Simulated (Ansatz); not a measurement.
```tsv
atom	x (Å)	y (Å)	z (Å)
F	-0.3434	1.1286	-3.0503
F	-0.9074	1.4998	-0.1372
F	-2.4194	-0.5501	-1.7035
Ga	-1.0146	0.4880	-1.5638
P	0.7215	-1.2167	-1.0110
H	2.0429	-0.7534	-0.8127
H	0.9424	-2.2453	-1.9562
H	0.5299	-1.9774	0.1658
```

Geometry: PBE0-D4/def2-SVP.

The calculation used isolated molecule in a Gaussian basis; Kohn-Sham density functional theory, functional PBE0 (Ansatz 0.2.0).

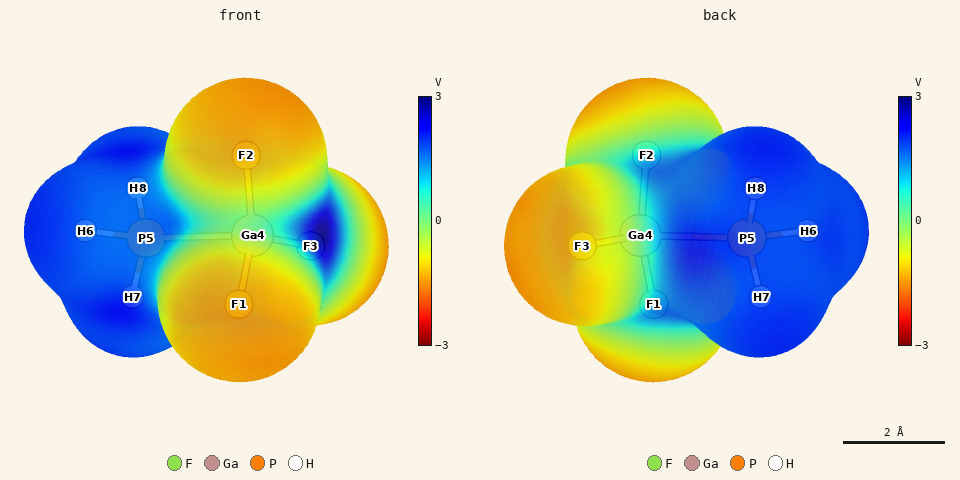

F3GaH3P. The electrostatic potential painted on the density surface at 0.002 e/bohr³, seen from the front and from behind; red is negative and blue positive.

**Which sites attract a positive test charge, and which a negative one?**

A positive charge is drawn to the negative regions and a negative charge to the positive ones. The most negative region (about −1.5 V, or −35 kcal/mol for a unit charge) lies over F1, F2 and F3, the most positive (about +2.4 V, or +55 kcal/mol for a unit charge) over Ga4.

**How polar is the molecule by this calculation?**

Its dipole moment is 6.34 D.
